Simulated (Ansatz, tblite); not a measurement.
Dissociation curve of SMILES [Cl][GeH3]. The Ge1–H5 bond (Ge1 also carries Cl, H, H; H5 carries nothing else) is varied alone, starting from the PBE0/def2-TZVP optimised geometry.

```
5

Ge     0.0000     0.0000     0.0000
Cl     1.8349    -0.9359    -0.6347
H      0.0000     1.4233    -0.5668
H     -1.1524    -0.8356    -0.5666
H      0.0000     0.0000     1.5320
```

- RKS-PBE = Ansatz (an electronic-structure program) with restricted PBE/cc-pVTZ
- RCCSD = Ansatz with CCSD on RHF/cc-pVTZ, cores with 3d frozen
- GFN2-xTB, 300 K electronic temperature (tblite)

Energies are in mEh, each relative to the lowest point of its own curve near equilibrium.

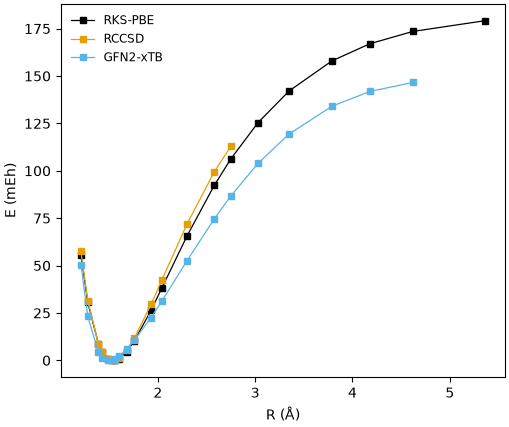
Energy against bond length for each method.

```
R / Å  RKS-PBE  RCCSD  GFN2-xTB
-----  -------  -----  --------
1.21      55.5   57.6      50.5
1.28      30.6   31.5      23.2
1.39       8.5    8.6       4.2
1.43       4.3    4.2       1.5
1.49       0.8    0.7       0.0
1.53       0.0    0.0       0.2
1.56       0.1    0.2       0.8
1.60       0.9    1.2       2.1
1.68       4.6    5.5       5.9
1.76      10.4   11.9      10.7
1.93      26.4   29.5      22.5
2.04      38.0   42.2      31.2
2.30      65.7   71.9      52.6
2.58      92.3   99.5      74.6
2.75     106.3  113.0      86.7
3.03     125.4      —     103.9
3.35     142.2      —     119.4
3.79     158.0      —     134.1
4.18     167.1      —     141.9
4.62     173.5      —     146.6
5.36     179.2      —         —
```

A dash means that the run gave no value there, or that the column was ended at a point which the program doubted or which failed a test of continuity chosen for this set; such a test can also cut sound points.

The restricted form behind RKS-PBE keeps the bonding electrons paired and can't separate into open-shell fragments. The T1 diagnostic of CCSD on the restricted reference of RCCSD exceeds 0.045 at 3.35 to 5.36 Å.
